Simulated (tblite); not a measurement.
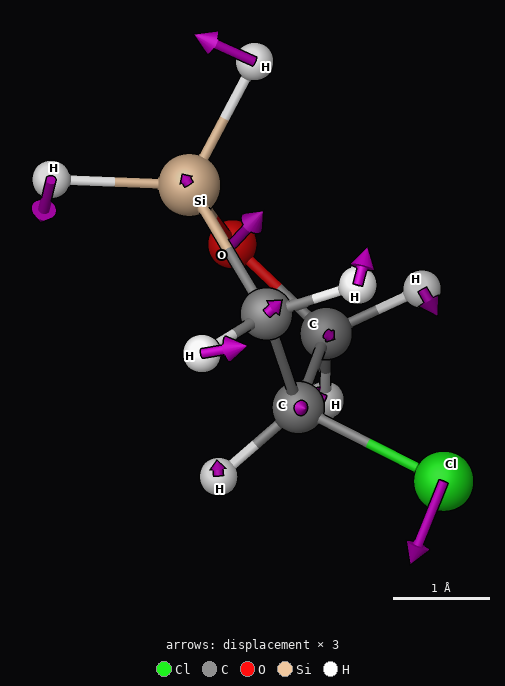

A relaxation of C₃H₇ClOSi. The starting structure is drawn; purple arrows show the displacements, magnified 3 times. The two geometries are superimposed by the best rigid fit.

The picture is a ball-and-stick view, seen from a free direction.

Level of theory: GFN2-xTB geometry optimisation, gas phase in tblite. 

**Describe the change and its energy.**

After 63 geometry steps the energy has fallen by 9.91 kcal/mol. The atom that moves furthest after the best rigid fit is the Cl atom (0.32 Å). Largest moves by element: Cl 0.32 Å, H 0.26 Å, O 0.21 Å, C 0.08 Å, Si 0.05 Å. Near-neighbour distances that change, for instance: O–Si 1.729 → 1.638 Å, C–C 1.486 → 1.530 Å, C–Si 1.877 → 1.911 Å, C–O 1.372 → 1.403 Å. Bond angles that change, for instance: C–O–Si 105.6° → 114.7°, Cl–C–C 104.7° → 113.1°, Cl–C–H 112.8° → 106.4°.
